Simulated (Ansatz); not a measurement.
A series of calculations on C2H6

**1. Relaxation**

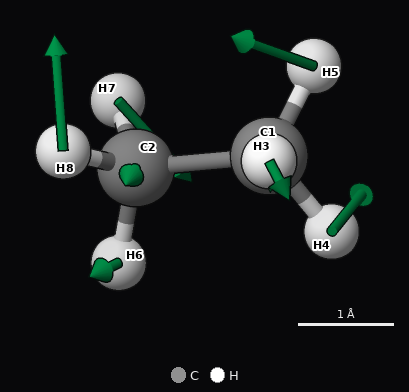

A constrained relaxation of C2H6. The starting structure is drawn; green arrows show the displacements, magnified 50 times. The two geometries are superimposed by the best rigid fit.

The picture is a ball-and-stick view, seen from a free direction.

Computed with RKS PBE0-D4/def2-TZVP (Ansatz). Settings: force threshold 0.005 eV/Å; at most 200 steps.

Atoms of which element are displaced furthest, and by how much?

Hydrogen: up to 0.026 Å, against 0.008 Å for carbon.

What did the optimiser do to the structure, and how much energy did it gain?

The largest moves after the best rigid fit, 0.026 Å, are those of H5 and H7. Largest moves by element: H 0.026 Å, C 0.008 Å. Over 2 geometry steps the energy falls by 0.27 kJ/mol. Largest force component: 0.047 eV/Å at the start, 0.0039 eV/Å at the end. The run took about 11 core-seconds on a shared host.

**2. Relaxation**

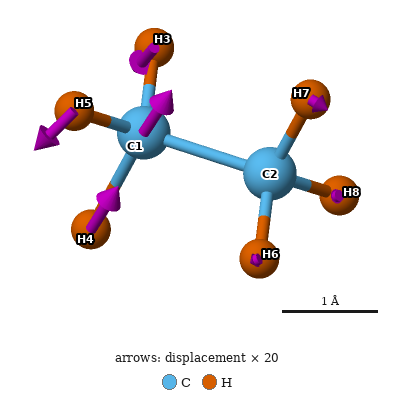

This is a constrained relaxation of C₂H₆. The starting structure is drawn; purple arrows show the displacements, 20 times their true length. The two geometries are superimposed by the best rigid fit.

The picture is a ball-and-stick view, seen at a tilt.

These are results of RKS PBE0-D4/def2-TZVP (Ansatz 0.2.0), not measurements. Settings: held fixed: the distance between atoms 1 (C) and 4 (H), counting from 1; force threshold 0.005 eV/Å; at most 200 steps.

### Describe the change and its energy.

The largest moves after the best rigid fit, 0.034 Å, are those of C1 and H4. By element the largest moves are C 0.034 Å, H 0.034 Å. Near-neighbour distances that change, for instance: C1–C2 1.519 → 1.507 Å. Among the angles between lasting bonds that change: H3–C1–H5 107.5° → 110.0°, C2–C1–H3 111.4° → 113.8°. Over 4 geometry steps the energy falls by 0.024 eV. Largest force component: 0.48 eV/Å at the start, 0.0014 eV/Å at the end. The run took about 17 core-seconds on a shared host.

**3. Scan**

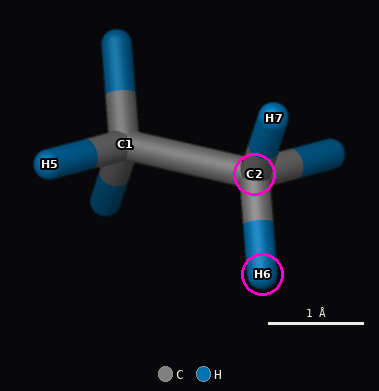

Energy scan for C2H6, in which the C2–H6 distance is varied, with the rest of the molecule carried along rigidly. The picture shows the minimum geometry. The ringed atoms are those of the scanned coordinate. A stick model, seen at a tilt.

Level of theory: PBE0-D4 (def2-TZVPP, Ansatz), on geometries moved rigidly from the minimum at PBE0-D4/def2-TZVP. Energies are counted from the PBE0-D4/def2-TZVP minimum geometry at the same level.

```xyz
8

C    -0.3268    0.1322   -0.6725
C     0.3268   -0.1322    0.6725
H     0.0705   -0.5296   -1.4459
H    -1.4071   -0.0257   -0.6290
H    -0.1586    1.1602   -1.0024
H    -0.0704    0.5296    1.4459
H     1.4071    0.0256    0.6289
H     0.1585   -1.1601    1.0025
```

> What energies does the calculation give (the distance: 0.896, 0.942, 1.009, 1.088, 1.093, 1.176, 1.270, 1.370, 1.475, 1.584 Å)?

```tsv
distance (Å)	ΔE (kJ/mol)
0.896	91.5
0.942	48.5
1.009	12.9
1.088	0.0
1.093	0.0
1.176	9.6
1.270	36.6
1.370	75.5
1.475	121.3
1.584	171.0
```

Of the computed points the lowest is at the distance 1.093 Å, 0.0 kJ/mol. The curvature at the lowest point is about 33 eV/Å² (5.4 mdyn/Å). The well is steeper on the short side, as for any bond.
